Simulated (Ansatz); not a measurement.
# CH₆GeN (doublet): what the fields show

```xyz
9

C    -0.4119    0.9821   -0.9249
N    -0.9141   -0.1114   -0.1608
Ge    0.3252   -1.0314    0.8820
H    -1.1346    1.2931   -1.6863
H     0.5628    0.8008   -1.4029
H    -0.2605    1.8476   -0.2569
H     1.7470   -0.9432    0.2833
H    -0.1374   -2.4912    0.9662
H     0.3119   -0.3928    2.2833
```

Geometry: PBE0-D4/def2-TZVP.

Theory: UKS PBE0-D4/def2-TZVPP in Ansatz.

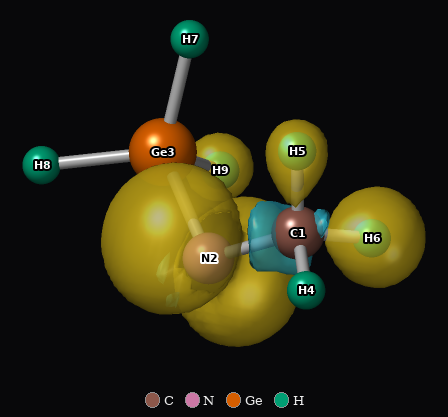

Figure 1. Isosurfaces of the spin density (α minus β) at +0.02 (yellow) and −0.02 e/Å³ (cyan), seen at an oblique angle.

### Describe the spin distribution.

The unpaired spin (1 electron) lies mostly on N2 (about 0.8), in electrons by Hirshfeld's partition.

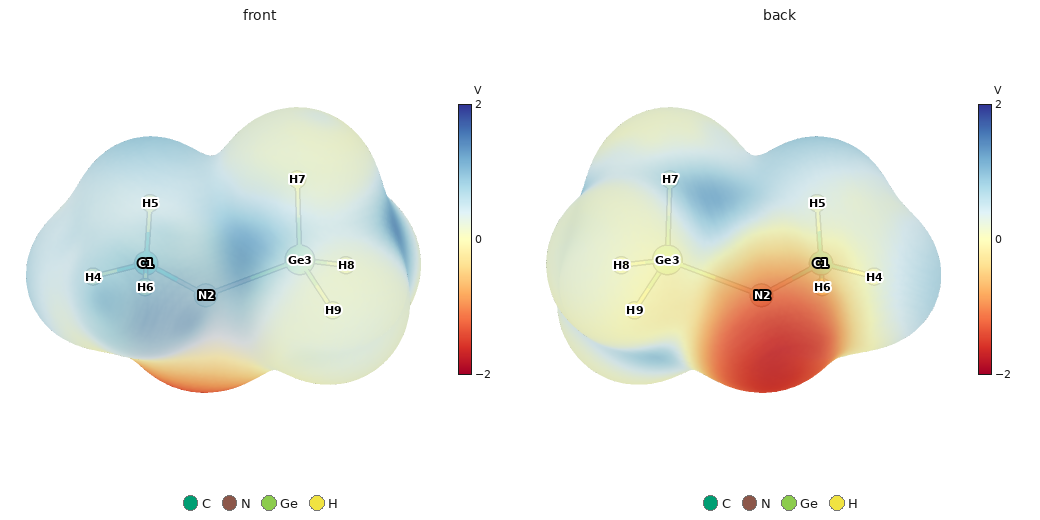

Figure 2. The electrostatic potential painted on the density surface at 0.002 e/bohr³, seen from the front and from behind; red is negative and blue positive.

### Where is the surface potential most negative and most positive?

The most negative region (about −1.7 V) lies over N2, the most positive (about +1.2 V) over Ge3. N2 is the likeliest acceptor of a hydrogen bond.

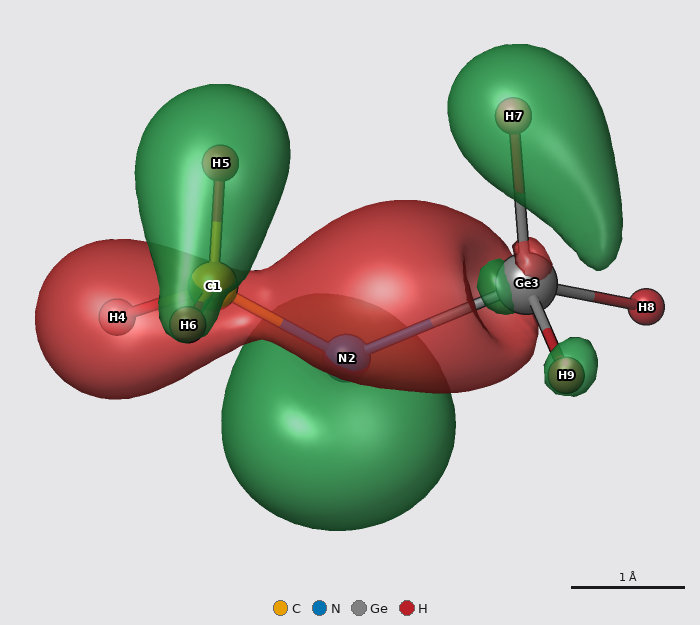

Figure 3. The HOMO (α) at ±0.1 Å⁻³ᐟ² (green and red are the two phases), seen across its widest extent.

### What is the character of this orbital?

It lies mainly on N2 (about 60 %), Ge3 (about 15 %) and C1 (about 10 %). Its energy is −7.48 eV.
